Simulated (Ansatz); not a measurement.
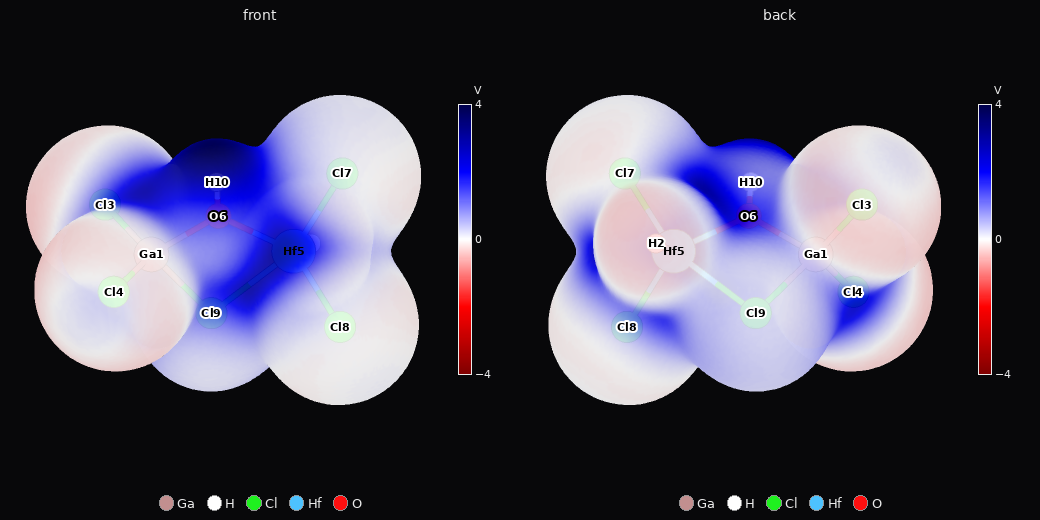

*Cl$_{5}$GaH$_{2}$HfO. The molecular electrostatic potential painted on the density surface at 0.002 e/bohr³, seen from the front and from behind; the colour scale runs from red (negative) to blue (positive).*

The product side of a reaction path; geometry: PBE0-D4/def2-TZVP; core potentials replace the inner electrons of Hf.

All numbers below come from RKS PBE0-D4/def2-TZVPP in Ansatz.

```xyz
10

Ga   -0.0179   -1.7623    0.7440
H     0.8465    1.0747   -2.3697
Cl   -0.7942   -3.3367   -0.4524
Cl    0.1222   -1.9392    2.8574
Hf    0.3548    1.3531   -0.6360
O    -0.8790   -0.0937    0.2801
Cl   -1.5105    2.6747   -1.0993
Cl    1.8651    2.7791    0.4075
Cl    1.8324   -0.7877   -0.1644
H    -1.8193    0.0380    0.4329
```

Q: Describe the electrostatic potential map.

A: The most negative region (about −0.4 V, or −9 kcal/mol for a unit charge) lies over H2, Cl3 and Cl4, the most positive (about +3.7 V, or +85 kcal/mol for a unit charge) over H10.
